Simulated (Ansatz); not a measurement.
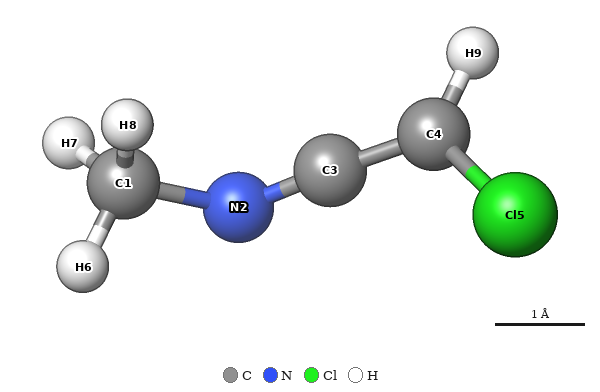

**Figure 1.** The starting structure (ball-and-stick view, seen at a tilt; atoms are numbered from 1 in the order of the input). Bond lengths as drawn: C–C 1.31 Å, C–Cl 1.73 Å, C–H 1.08 to 1.09 Å and C–N 1.21 to 1.45 Å.

**C₃H₄ClN: molecular dynamics (part 1 of 3)**

The run: molecular dynamics of C₃H₄ClN. Method and program: RKS revPBE/def2-SVP (Ansatz 0.2.0).

The geometry comes from this level: PBE0-D4/def2-TZVP. Figures and captions count atoms from 1; the log counts them from 0 in places.

Input file
```yaml
crystal:
  periodic: [false, false, false]
  atoms:
    - {symbol: C, position_ang: [1.495646, 0.414128, 0.526062]}
    - {symbol: N, position_ang: [0.731441, -0.401547, -0.394912]}
    - {symbol: C, position_ang: [-0.478296, -0.451387, -0.412910]}
    - {symbol: C, position_ang: [-1.777532, -0.577700, -0.504380]}
    - {symbol: Cl, position_ang: [-2.711515, 0.452936, -1.526505]}
    - {symbol: H, position_ang: [2.097209, 1.114948, -0.055393]}
    - {symbol: H, position_ang: [2.184311, -0.233629, 1.070817]}
    - {symbol: H, position_ang: [0.868888, 0.965286, 1.232419]}
    - {symbol: H, position_ang: [-2.321653, -1.329133, 0.047703]}
basis:
  gaussian: {orbitals: def2-SVP}
hamiltonian: {xc: {name: revPBE}}
md: {timestep: 0.5 fs, n_steps: 50, ensemble: nve, temperature: 1500, initial_velocities: maxwell_boltzmann, seed: 102}
```

Launched with:
```bash
ansatz run in.yaml --threads 2 --pin off --events-out ev --progress --plain --max-ram 4352MiB
```

What the program printed
```
Functional definition: revPBE
  name "revPBE"
  cite "Zhang & Yang, Phys. Rev. Lett. 80, 890 (1998) doi:10.1103/PhysRevLett.80.890"
  cite "Perdew, Burke & Ernzerhof, Phys. Rev. Lett. 77, 3865 (1996) doi:10.1103/PhysRevLett.77.3865"
  parameter kappa = 1.245
  parameter beta = 0.06672455060314922
  exchange = pbe_x(kappa = kappa, mu = beta*pi^2/3)
  correlation = pbe_c(beta = beta)
1073 factors; their error is unknown
mean field evaluation 1: about -17168.2965 eV, gradient 5.5e1 eV
mean field evaluation 2: about -17157.4259 eV, gradient 8.3e1 eV
mean field evaluation 4: about -17176.0293 eV, gradient 9.3e0 eV
mean field evaluation 8: about -17176.2202 eV, gradient 2.5e-1 eV
mean field evaluation 16: about -17176.1626 eV, gradient 1.6e-4 eV
mean field -17176.16256258 eV, -631.2123317537 hartree, gradient 2.2e-5 eV, S^2 0.000000; 0 other end points of the search recorded, 0 dependent functions left out
the calculation of the forces begins
reference -17176.16260148 eV, -631.2123331831 hartree; 23, 23 occupied and 71, 71 virtual orbitals, 1073 factors
md step     0: t =     0.00 fs  T =  1500.0 K  F+E_penalty+E_count = -17176.16256258 eV  E_kin = 1.357230 eV  conserved = -17174.80533259 eV  (27 SCF iters)
these checks for a lower state are left out or cut short: starts, cluster_reference, orbital_swaps, neighbouring_geometries, increment
1073 factors; their error is unknown
mean field -17176.14194921 eV, -631.2115742262 hartree, gradient 1.2e-5 eV, S^2 0.000000; 0 other end points of the search recorded, 0 dependent functions left out
the calculation of the forces begins
reference -17176.14198819 eV, -631.2115756589 hartree; 23, 23 occupied and 71, 71 virtual orbitals, 1073 factors
md step     1: t =     0.50 fs  T =  1477.7 K  F+E_penalty+E_count = -17176.14194921 eV  E_kin = 1.337045 eV  conserved = -17174.80490445 eV  (32 SCF iters)
[... from here on the SCF iterations and repeated set-up lines of each step are left out, up to the last step ...]
md step     2: t =     1.00 fs  T =  1395.7 K  F+E_penalty+E_count = -17176.06636306 eV  E_kin = 1.262822 eV  conserved = -17174.80354129 eV  (32 SCF iters)
md step     3: t =     1.50 fs  T =  1275.8 K  F+E_penalty+E_count = -17175.95624476 eV  E_kin = 1.154347 eV  conserved = -17174.80189792 eV  (31 SCF iters)
md step     4: t =     2.00 fs  T =  1145.1 K  F+E_penalty+E_count = -17175.83670231 eV  E_kin = 1.036108 eV  conserved = -17174.80059398 eV  (31 SCF iters)
md step     5: t =     2.50 fs  T =  1025.8 K  F+E_penalty+E_count = -17175.72806087 eV  E_kin = 0.928124 eV  conserved = -17174.79993725 eV  (32 SCF iters)
md step     6: t =     3.00 fs  T =   929.6 K  F+E_penalty+E_count = -17175.64097803 eV  E_kin = 0.841128 eV  conserved = -17174.79984978 eV  (32 SCF iters)
md step     7: t =     3.50 fs  T =   859.0 K  F+E_penalty+E_count = -17175.57727724 eV  E_kin = 0.777237 eV  conserved = -17174.80004040 eV  (32 SCF iters)
md step     8: t =     4.00 fs  T =   811.0 K  F+E_penalty+E_count = -17175.53408677 eV  E_kin = 0.733824 eV  conserved = -17174.80026238 eV  (32 SCF iters)
md step     9: t =     4.50 fs  T =   781.5 K  F+E_penalty+E_count = -17175.50757324 eV  E_kin = 0.707126 eV  conserved = -17174.80044730 eV  (32 SCF iters)
md step    10: t =     5.00 fs  T =   766.5 K  F+E_penalty+E_count = -17175.49421511 eV  E_kin = 0.693550 eV  conserved = -17174.80066555 eV  (32 SCF iters)
md step    11: t =     5.50 fs  T =   761.5 K  F+E_penalty+E_count = -17175.49004916 eV  E_kin = 0.689045 eV  conserved = -17174.80100426 eV  (32 SCF iters)
md step    12: t =     6.00 fs  T =   760.6 K  F+E_penalty+E_count = -17175.48963451 eV  E_kin = 0.688181 eV  conserved = -17174.80145330 eV  (32 SCF iters)
md step    13: t =     6.50 fs  T =   756.6 K  F+E_penalty+E_count = -17175.48641785 eV  E_kin = 0.684569 eV  conserved = -17174.80184884 eV  (31 SCF iters)
md step    14: t =     7.00 fs  T =   744.2 K  F+E_penalty+E_count = -17175.47529863 eV  E_kin = 0.673386 eV  conserved = -17174.80191220 eV  (32 SCF iters)
md step    15: t =     7.50 fs  T =   724.2 K  F+E_penalty+E_count = -17175.45669957 eV  E_kin = 0.655281 eV  conserved = -17174.80141872 eV  (32 SCF iters)
md step    16: t =     8.00 fs  T =   706.3 K  F+E_penalty+E_count = -17175.43952126 eV  E_kin = 0.639068 eV  conserved = -17174.80045337 eV  (32 SCF iters)
md step    17: t =     8.50 fs  T =   707.1 K  F+E_penalty+E_count = -17175.43935484 eV  E_kin = 0.639833 eV  conserved = -17174.79952148 eV  (30 SCF iters)
md step    18: t =     9.00 fs  T =   742.0 K  F+E_penalty+E_count = -17175.47068057 eV  E_kin = 0.671407 eV  conserved = -17174.79927365 eV  (32 SCF iters)
md step    19: t =     9.50 fs  T =   814.8 K  F+E_penalty+E_count = -17175.53723430 eV  E_kin = 0.737228 eV  conserved = -17174.80000609 eV  (32 SCF iters)
md step    20: t =    10.00 fs  T =   913.1 K  F+E_penalty+E_count = -17175.62767256 eV  E_kin = 0.826233 eV  conserved = -17174.80143977 eV  (32 SCF iters)
md step    21: t =    10.50 fs  T =  1013.2 K  F+E_penalty+E_count = -17175.71973793 eV  E_kin = 0.916787 eV  conserved = -17174.80295054 eV  (32 SCF iters)
md step    22: t =    11.00 fs  T =  1089.5 K  F+E_penalty+E_count = -17175.78975503 eV  E_kin = 0.985821 eV  conserved = -17174.80393388 eV  (32 SCF iters)
md step    23: t =    11.50 fs  T =  1125.1 K  F+E_penalty+E_count = -17175.82201511 eV  E_kin = 1.017968 eV  conserved = -17174.80404713 eV  (33 SCF iters)
md step    24: t =    12.00 fs  T =  1117.2 K  F+E_penalty+E_count = -17175.81417062 eV  E_kin = 1.010862 eV  conserved = -17174.80330862 eV  (32 SCF iters)
md step    25: t =    12.50 fs  T =  1077.5 K  F+E_penalty+E_count = -17175.77702871 eV  E_kin = 0.974957 eV  conserved = -17174.80207176 eV  (32 SCF iters)
md step    26: t =    13.00 fs  T =  1025.9 K  F+E_penalty+E_count = -17175.72916428 eV  E_kin = 0.928287 eV  conserved = -17174.80087765 eV  (33 SCF iters)
md step    27: t =    13.50 fs  T =   982.0 K  F+E_penalty+E_count = -17175.68869600 eV  E_kin = 0.888496 eV  conserved = -17174.80020043 eV  (32 SCF iters)
md step    28: t =    14.00 fs  T =   957.0 K  F+E_penalty+E_count = -17175.66608814 eV  E_kin = 0.865889 eV  conserved = -17174.80019941 eV  (32 SCF iters)
md step    29: t =    14.50 fs  T =   951.5 K  F+E_penalty+E_count = -17175.66160581 eV  E_kin = 0.860933 eV  conserved = -17174.80067324 eV  (32 SCF iters)
md step    30: t =    15.00 fs  T =   958.0 K  F+E_penalty+E_count = -17175.66810188 eV  E_kin = 0.866834 eV  conserved = -17174.80126802 eV  (32 SCF iters)
md step    31: t =    15.50 fs  T =   966.4 K  F+E_penalty+E_count = -17175.67618703 eV  E_kin = 0.874444 eV  conserved = -17174.80174343 eV  (32 SCF iters)
md step    32: t =    16.00 fs  T =   968.1 K  F+E_penalty+E_count = -17175.67798217 eV  E_kin = 0.875919 eV  conserved = -17174.80206302 eV  (32 SCF iters)
md step    33: t =    16.50 fs  T =   956.8 K  F+E_penalty+E_count = -17175.66801207 eV  E_kin = 0.865715 eV  conserved = -17174.80229718 eV  (32 SCF iters)
md step    34: t =    17.00 fs  T =   928.4 K  F+E_penalty+E_count = -17175.64251752 eV  E_kin = 0.840053 eV  conserved = -17174.80246490 eV  (32 SCF iters)
md step    35: t =    17.50 fs  T =   880.8 K  F+E_penalty+E_count = -17175.59941164 eV  E_kin = 0.796967 eV  conserved = -17174.80244451 eV  (32 SCF iters)
md step    36: t =    18.00 fs  T =   815.7 K  F+E_penalty+E_count = -17175.54012332 eV  E_kin = 0.738091 eV  conserved = -17174.80203210 eV  (30 SCF iters)
md step    37: t =    18.50 fs  T =   741.8 K  F+E_penalty+E_count = -17175.47236524 eV  E_kin = 0.671204 eV  conserved = -17174.80116086 eV  (33 SCF iters)
md step    38: t =    19.00 fs  T =   674.7 K  F+E_penalty+E_count = -17175.41062226 eV  E_kin = 0.610492 eV  conserved = -17174.80012991 eV  (32 SCF iters)
md step    39: t =    19.50 fs  T =   631.9 K  F+E_penalty+E_count = -17175.37130992 eV  E_kin = 0.571782 eV  conserved = -17174.79952760 eV  (32 SCF iters)
md step    40: t =    20.00 fs  T =   623.6 K  F+E_penalty+E_count = -17175.36403953 eV  E_kin = 0.564280 eV  conserved = -17174.79975913 eV  (32 SCF iters)
md step    41: t =    20.50 fs  T =   646.6 K  F+E_penalty+E_count = -17175.38570333 eV  E_kin = 0.585030 eV  conserved = -17174.80067319 eV  (32 SCF iters)
md step    42: t =    21.00 fs  T =   686.0 K  F+E_penalty+E_count = -17175.42250735 eV  E_kin = 0.620738 eV  conserved = -17174.80176918 eV  (32 SCF iters)
md step    43: t =    21.50 fs  T =   723.5 K  F+E_penalty+E_count = -17175.45725546 eV  E_kin = 0.654608 eV  conserved = -17174.80264721 eV  (33 SCF iters)
md step    44: t =    22.00 fs  T =   743.3 K  F+E_penalty+E_count = -17175.47568131 eV  E_kin = 0.672553 eV  conserved = -17174.80312845 eV  (32 SCF iters)
md step    45: t =    22.50 fs  T =   736.7 K  F+E_penalty+E_count = -17175.46970154 eV  E_kin = 0.666587 eV  conserved = -17174.80311480 eV  (32 SCF iters)
md step    46: t =    23.00 fs  T =   703.5 K  F+E_penalty+E_count = -17175.43913050 eV  E_kin = 0.636578 eV  conserved = -17174.80255203 eV  (32 SCF iters)
md step    47: t =    23.50 fs  T =   653.0 K  F+E_penalty+E_count = -17175.39235483 eV  E_kin = 0.590807 eV  conserved = -17174.80154739 eV  (32 SCF iters)
md step    48: t =    24.00 fs  T =   601.2 K  F+E_penalty+E_count = -17175.34445433 eV  E_kin = 0.544004 eV  conserved = -17174.80044997 eV  (32 SCF iters)
md step    49: t =    24.50 fs  T =   565.9 K  F+E_penalty+E_count = -17175.31179826 eV  E_kin = 0.512061 eV  conserved = -17174.79973683 eV  (32 SCF iters)
these checks for a lower state are left out or cut short: starts, cluster_reference, orbital_swaps, neighbouring_geometries, increment
1073 factors; their error is unknown
mean field -17175.30491359 eV, -631.1808137345 hartree, gradient 1.3e-5 eV, S^2 0.000000; 0 other end points of the search recorded, 0 dependent functions left out
the calculation of the forces begins
reference -17175.30495483 eV, -631.1808152501 hartree; 23, 23 occupied and 71, 71 virtual orbitals, 1073 factors
1073 factors; their error is unknown
mean field evaluation 416: about -17157.2428 eV, gradient 8.1e1 eV
mean field -17175.30491359 eV, -631.1808137345 hartree, gradient 2.4e-5 eV, S^2 0.000000; 1 other end points of the search recorded, 0 dependent functions left out
the calculation of the forces begins
reference -17175.30495483 eV, -631.1808152501 hartree; 23, 23 occupied and 71, 71 virtual orbitals, 1073 factors
md step    50: t =    25.00 fs  T =   558.3 K  F+E_penalty+E_count = -17175.30491359 eV  E_kin = 0.505192 eV  conserved = -17174.79972152 eV  (29 SCF iters)
```

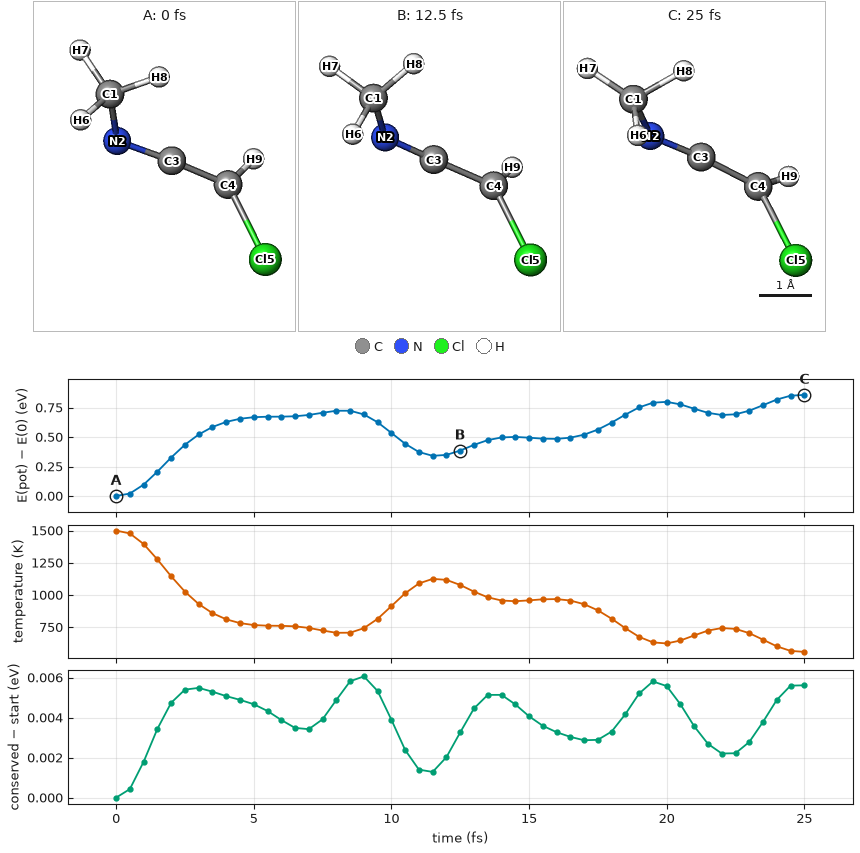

**Figure 2.** Frames of the molecular dynamics (ball-and-stick, seen at a tilt) above the curves, on which the letters mark them. The trajectory kept here has 51 frames over 25 fs. The temperature starts at 1500 K, ranges from 558 to 1500 K and averages 798 K over the second half. The potential energy ends 0.858 eV above its first value. The conserved quantity stays within 0.0061 eV. After an unweighted best fit of the last frame on the first, the root-mean-square displacement is 0.34 Å, and H7 has moved furthest (0.55 Å).

```
Total energy: -17175.30495483 eV, -631.1808152501 hartree
Atom 0 at     1.641769     0.567402     0.439192 Å, force    -4.583909    -2.013948     1.980859 eV/Å
Atom 1 at     0.694676    -0.433266    -0.253933 Å, force     0.897540     0.292504    -0.719829 eV/Å
Atom 2 at    -0.516749    -0.649658    -0.349834 Å, force    -0.765416     0.577984     0.498872 eV/Å
Atom 3 at    -1.874654    -0.766764    -0.549416 Å, force    -0.477644    -0.640985     0.094500 eV/Å
Atom 4 at    -2.692872     0.531668    -1.539987 Å, force     0.595276    -0.653618     0.344848 eV/Å
Atom 5 at     1.602475     1.452576    -0.105611 Å, force     0.409433     1.927556    -2.025618 eV/Å
Atom 6 at     2.636471     0.222484     0.680575 Å, force     0.536256    -0.612449     0.004314 eV/Å
Atom 7 at     0.995982     0.898351     1.324179 Å, force     1.272467    -0.369250     0.049323 eV/Å
Atom 8 at    -2.676626    -1.595097    -0.268309 Å, force     2.115998     1.492206    -0.227269 eV/Å
Dipole moment:     0.445360     0.106400     0.372553 e Å
```

Trajectory as extended XYZ (Å, eV, eV/Å), 51 frames, from step=0 to step=50
```
9
Properties=species:S:1:pos:R:3:forces:R:3 step=0 time_fs=0.0 energy=-17176.16256 temperature=1500.0
C     1.4956    0.4141    0.5261   -0.0926  -0.1531  -0.1624
N     0.7314   -0.4015   -0.3949    1.6658  -0.0710  -0.1604
C    -0.4783   -0.4514   -0.4129   -0.4660  -0.1135   0.0234
C    -1.7775   -0.5777   -0.5044   -0.7582  -0.0442  -0.0981
Cl   -2.7115    0.4529   -1.5265   -0.4985   0.4508  -0.4615
H     2.0972    1.1149   -0.0554    0.3838   0.4044  -0.2747
H     2.1843   -0.2336    1.0708    0.4324  -0.3097   0.3273
H     0.8689    0.9653    1.2324   -0.2824   0.3444   0.4337
H    -2.3217   -1.3291    0.0477   -0.3843  -0.5081   0.3727
9
Properties=species:S:1:pos:R:3:forces:R:3 step=1 time_fs=0.5 energy=-17176.14195 temperature=1477.7
C     1.4934    0.4161    0.5217   -0.6692  -0.0732   0.5007
N     0.7325   -0.4009   -0.3883    1.0497  -0.0956  -0.3269
C    -0.4813   -0.4590   -0.4134    0.3015   0.0234   0.0678
C    -1.7752   -0.5762   -0.5063   -1.5319  -0.7459   0.3133
Cl   -2.7108    0.4543   -1.5265   -0.4882   0.4259  -0.4433
H     2.0761    1.1138   -0.0495    0.7811   0.7842  -0.6956
H     2.1850   -0.2444    1.0331    0.6133  -0.3395   0.5653
H     0.8869    0.9971    1.2502   -0.0605  -0.1059   0.0904
H    -2.3222   -1.3586    0.0494    0.0042   0.1266  -0.0718
9
Properties=species:S:1:pos:R:3:forces:R:3 step=2 time_fs=1.0 energy=-17176.06636 temperature=1395.7
C     1.4911    0.4180    0.5173   -1.0838  -0.0185   1.1694
N     0.7337   -0.4002   -0.3817    0.4204  -0.1363  -0.5056
C    -0.4843   -0.4665   -0.4139    1.0524   0.1561   0.1177
C    -1.7732   -0.5748   -0.5081   -2.2118  -1.3625   0.6426
Cl   -2.7102    0.4558   -1.5265   -0.4776   0.4000  -0.4243
H     2.0568    1.1144   -0.0453    1.1241   1.1269  -1.0758
H     2.1872   -0.2560    0.9967    0.7388  -0.3092   0.7473
H     0.9048    1.0286    1.2682    0.1203  -0.5417  -0.2345
H    -2.3227   -1.3878    0.0510    0.3172   0.6852  -0.4368
9
Properties=species:S:1:pos:R:3:forces:R:3 step=3 time_fs=1.5 energy=-17175.95625 temperature=1275.8
C     1.4885    0.4199    0.5133   -1.2590   0.0359   1.7618
N     0.7350   -0.3996   -0.3753   -0.1959  -0.1905  -0.6902
C    -0.4871   -0.4740   -0.4143    1.7434   0.2816   0.1694
C    -1.7717   -0.5737   -0.5098   -2.7656  -1.8663   0.8821
Cl   -2.7096    0.4572   -1.5265   -0.4669   0.3737  -0.4048
H     2.0402    1.1178   -0.0437    1.3617   1.3662  -1.3598
H     2.1912   -0.2684    0.9622    0.7946  -0.2065   0.8688
H     0.9230    1.0588    1.2857    0.2443  -0.9342  -0.5151
H    -2.3224   -1.4153    0.0515    0.5434   1.1402  -0.7122
9
Properties=species:S:1:pos:R:3:forces:R:3 step=4 time_fs=2.0 energy=-17175.83670 temperature=1145.1
C     1.4857    0.4218    0.5095   -1.1565   0.1308   2.2105
N     0.7362   -0.3989   -0.3689   -0.7759  -0.2546  -0.8739
C    -0.4895   -0.4815   -0.4147    2.3369   0.3972   0.2193
C    -1.7707   -0.5729   -0.5113   -3.1780  -2.2529   1.0401
Cl   -2.7090    0.4587   -1.5265   -0.4563   0.3478  -0.3855
H     2.0269    1.1245   -0.0454    1.4558   1.4442  -1.5024
H     2.1970   -0.2812    0.9297    0.7774  -0.0313   0.9350
H     0.9417    1.0868    1.3019    0.3098  -1.2677  -0.7400
H    -2.3208   -1.4401    0.0504    0.6868   1.4865  -0.9031
```
